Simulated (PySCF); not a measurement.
# C₆H₈N₂ (SMILES C#C[C@H](C#N)CCN): what the fields show

The calculation's input:

```
{"job": {"kind": "nmr", "xc": "PBE0", "basis": "pcSseg-1"}, "charge": 0, "multiplicity": 1}
C      3.009790    -1.174972    -0.981285
C      2.042080    -0.541823    -0.675308
C      0.870310     0.210466    -0.257815
C      1.207798     0.951763     0.939411
N      1.476346     1.517134     1.895509
C     -0.335763    -0.710370     0.008574
C     -1.593916     0.122031     0.253896
N     -1.875320     0.940428    -0.916266
H      3.855228    -1.724457    -1.270050
H      0.586053     0.928504    -1.038640
H     -0.480392    -1.351179    -0.864420
H     -0.137348    -1.345807     0.873925
H     -1.421288     0.795940     1.098049
H     -2.421680    -0.554228     0.524784
H     -2.160437     0.355292    -1.695561
H     -2.629059     1.590222    -0.725257
```

Run with:

```sh
OMP_NUM_THREADS=1 python probes_run.py task.json out
```

Geometry: GFN2-xTB.

Method: PySCF 2.14.0, PBE0/pcSseg-1, SCF density, gas phase, non-relativistic.

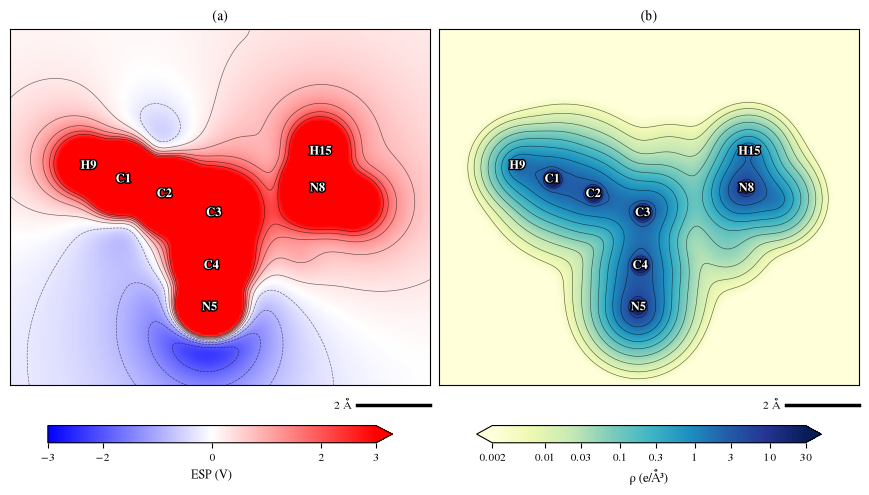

Figure 1. (a) molecular electrostatic potential; (b) electron density on the plane of atoms C2, C3 and C4.

### Read the bonding off the picture.

- The plane passes through C, N and H nuclei.
- C–N (1.14 Å): ρ is about 3.6 e/Å³ halfway.
- C–C (1.20 Å): ρ is about 2.7 e/Å³ halfway.
- N–H (1.02 Å): the density is about 2.8 e/Å³ at the midpoint.
- C–H (1.05 Å): ρ at the midpoint is about 2.1 e/Å³.
- Outside the dense part of the molecule the potential is most negative (−2.3 V) near N5.

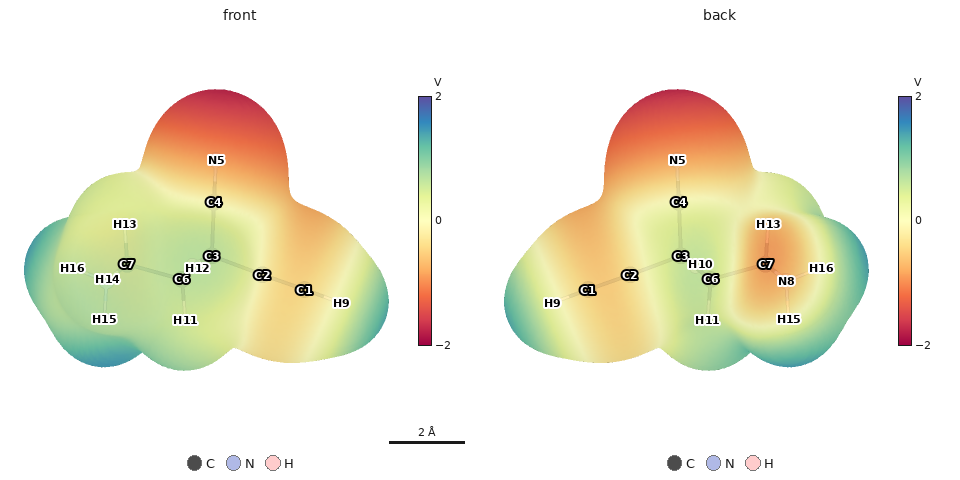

Figure 2. The molecular electrostatic potential painted on the density surface at 0.001 e/bohr³, seen from the front and from behind; the colour scale runs from red (negative) to blue (positive).

### Which sites attract a positive test charge, and which a negative one?

A positive charge is drawn to the negative regions and a negative charge to the positive ones. The most negative region (about −1.7 V) lies over N5, the most positive (about +1.4 V) over H15 and H16. N5 is the likeliest acceptor of a hydrogen bond.

### What dipole moment does the calculation give?

Its dipole moment is 4.73 D.
